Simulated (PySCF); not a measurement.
# [Pb(H2O)2]2+: other functionals and bases at one geometry

How far do other levels of theory move the description of [Pb(H2O)2]2+, and what does each cost? It is a constructed species; whether it can be made isn't addressed.

Method: several levels, as the steps say, no spin–orbit coupling; program: PySCF 2.14.0.

3 further runs of the same task are left out: 2 for a known fault of the program, 1 that didn't finish.

**1. Where the work starts**

7 atoms, charge 2, spin multiplicity 1.

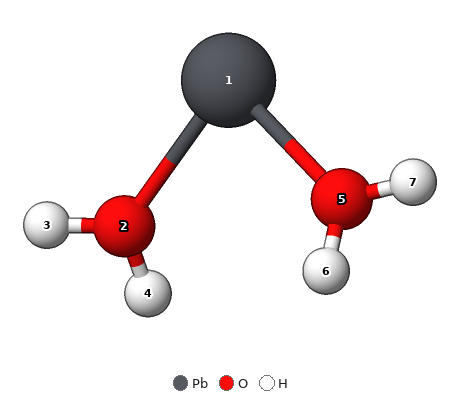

The structure; lead dark grey, oxygen red, hydrogen white; atoms are numbered from 1 in the order of the file.

As a file:

```xyz
7
charge 2, multiplicity 1
Pb   -0.2936    1.4406    0.0132
O     0.1336   -0.2137    1.6619
H     0.6246   -0.0596    2.4963
H    -0.2509   -1.1112    1.7415
O    -0.0363   -0.1966   -1.6758
H     0.4488   -1.0458   -1.6316
H    -0.3324   -0.1028   -2.6055
```

Formal oxidation states: Pb +2. An earlier session relaxed this geometry at B3LYP, Pb def2-SVP with ECP60, O def2-SVP, H def2-SVP (singlet, point group C1).

At B3LYP on the finer grid: E = -345.048877 Eh, HOMO -20.02 eV, LUMO -13.58 eV, Mulliken charge on Pb1 +1.48 e, largest force component 0.017 eV/Å. 

Levels to run: BP86; HF; PBE; M06-L; B3LYP, TZVP; B3LYP, x2c-SVP. Hardware: 2 threads of Arm Neoverse V1, shared host.

**2. BP86**

Input file run.py (the lines that set the calculation):

```python
mol = gto.M(atom='''
Pb    -0.29359     1.44058     0.01316
O      0.13359    -0.21373     1.66189
H      0.62464    -0.05963     2.49630
H     -0.25090    -1.11118     1.74154
O     -0.03630    -0.19664    -1.67576
H      0.44882    -1.04577    -1.63163
H     -0.33240    -0.10279    -2.60550''',
    basis={'Pb': 'def2-SVP', 'O': 'def2-SVP', 'H': 'def2-SVP'},
    ecp={'Pb': 'def2-SVP'},
    charge=2, spin=0)
mf = dft.RKS(mol, xc='B88,P86')
mf.grids.atom_grid = (75, 302)
mf = mf.density_fit()  # fitting sets: Pb def2-universal-JKFIT, O def2-universal-JKFIT, H def2-universal-JKFIT
mf.conv_tol = 1e-08; mf.max_cycle = 55
mf.kernel(dm0)  # dm0: the density of the relaxed state
```

Started as:

```sh
$ OMP_NUM_THREADS=2 python run.py
```

**3. HF**

run.py (the lines that set the calculation): that of step 2 with these lines changed.

```diff
@@ -11,4 +11,3 @@
     charge=2, spin=0)
-mf = dft.RKS(mol, xc='B88,P86')
-mf.grids.atom_grid = (75, 302)
+mf = scf.RHF(mol)
 mf = mf.density_fit()  # fitting sets: Pb def2-universal-JKFIT, O def2-universal-JKFIT, H def2-universal-JKFIT
```

**4. PBE**

run.py (the lines that set the calculation): that of step 3 with these lines changed.

```diff
@@ -11,3 +11,4 @@
     charge=2, spin=0)
-mf = scf.RHF(mol)
+mf = dft.RKS(mol, xc='PBE')
+mf.grids.atom_grid = (75, 302)
 mf = mf.density_fit()  # fitting sets: Pb def2-universal-JKFIT, O def2-universal-JKFIT, H def2-universal-JKFIT
```

**5. M06-L**

run.py (the lines that set the calculation): that of step 4 with these lines changed.

```diff
@@ -11,3 +11,3 @@
     charge=2, spin=0)
-mf = dft.RKS(mol, xc='PBE')
+mf = dft.RKS(mol, xc='M06L')
 mf.grids.atom_grid = (75, 302)
```

**6. B3LYP, TZVP**

Basis: Pb def2-TZVP with ECP60, O def2-TZVP, H def2-TZVP. 

run.py (the lines that set the calculation): that of step 5 with these lines changed.

```diff
@@ -8,6 +8,6 @@
 H     -0.33240    -0.10279    -2.60550''',
-    basis={'Pb': 'def2-SVP', 'O': 'def2-SVP', 'H': 'def2-SVP'},
-    ecp={'Pb': 'def2-SVP'},
+    basis={'Pb': 'def2-TZVP', 'O': 'def2-TZVP', 'H': 'def2-TZVP'},
+    ecp={'Pb': 'def2-TZVP'},
     charge=2, spin=0)
-mf = dft.RKS(mol, xc='M06L')
+mf = dft.RKS(mol, xc='B3LYP')
 mf.grids.atom_grid = (75, 302)
@@ -15,2 +15,2 @@
 mf.conv_tol = 1e-08; mf.max_cycle = 55
-mf.kernel(dm0)  # dm0: the density of the relaxed state
+mf.kernel(dm0)  # dm0: free metal ions and neutral atoms
```

**7. B3LYP, x2c-SVP**

Basis: Pb x2c-SVPall, O x2c-SVPall, H x2c-SVPall. All electrons are treated, with the spin-free X2C Hamiltonian.

Input file run.py (the lines that set the calculation):

```python
mol = gto.M(atom='''
Pb    -0.29359     1.44058     0.01316
O      0.13359    -0.21373     1.66189
H      0.62464    -0.05963     2.49630
H     -0.25090    -1.11118     1.74154
O     -0.03630    -0.19664    -1.67576
H      0.44882    -1.04577    -1.63163
H     -0.33240    -0.10279    -2.60550''',
    basis={'Pb': 'x2c-SVPall', 'O': 'x2c-SVPall', 'H': 'x2c-SVPall'},
    nucmod='G',
    charge=2, spin=0)
mf = dft.RKS(mol, xc='B3LYP')
mf.grids.atom_grid = (99, 590)
mf = mf.density_fit()  # fitting sets: Pb AutoAux, O AutoAux, H AutoAux
mf = mf.sfx2c1e()
mf.conv_tol = 1e-08; mf.max_cycle = 55
mf.kernel(dm0)  # dm0: free metal ions and neutral atoms
```

Q: Predict the outcome of this session. Wanted: for each run, HOMO; gap; charge on Pb1; dipole; largest force.

**Answer**, as computed:

| level | state | HOMO (eV) | gap (eV) | charge on Pb1 (e) | dipole (D) | largest force (eV/Å) | basis functions | time |
| --- | --- | --- | --- | --- | --- | --- | --- | --- |
| B3LYP (relaxed here) | singlet | -20.02 | 6.44 | 1.48 | 5.34 | 0.02 | 74 | 5.8 s |
| BP86 | singlet | -18.60 | 4.47 | 1.43 | 5.53 | 0.38 | 74 | 2.8 s |
| HF | singlet | -24.31 | 14.07 | 1.66 | 4.96 | 1.00 | 74 | 0.8 s |
| PBE | singlet | -18.47 | 4.45 | 1.42 | 5.52 | 0.32 | 74 | 2.8 s |
| M06-L | singlet | -18.86 | 5.25 | 1.54 | 5.12 | 0.16 | 74 | 4.1 s |
| B3LYP, TZVP | singlet | -20.21 | 6.56 | 1.58 | 5.23 | 0.20 | 136 | 7 s |
| B3LYP, x2c-SVP | singlet | -20.02 | 6.41 | 1.49 | 5.33 | 0.44 | 110 | 17 s |

Times are on 2 threads of Arm Neoverse V1, shared host; the first row also made further properties. The dipole of a charged species depends on the origin, so these sizes hold for this origin alone.

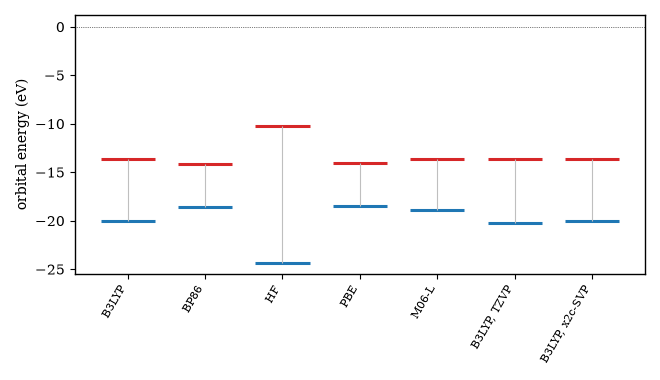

Highest filled and lowest empty level, method by method.

In one basis the HOMO–LUMO gap runs from 4.45 eV (PBE) to 14.07 eV (HF). The largest leftover force, 1.00 eV/Å with HF, stands at a geometry relaxed at another level. The Mulliken charge on Pb spans +1.42 to +1.66 e over the levels. Total energies of different levels can't be compared. Spin–orbit coupling is left out throughout.
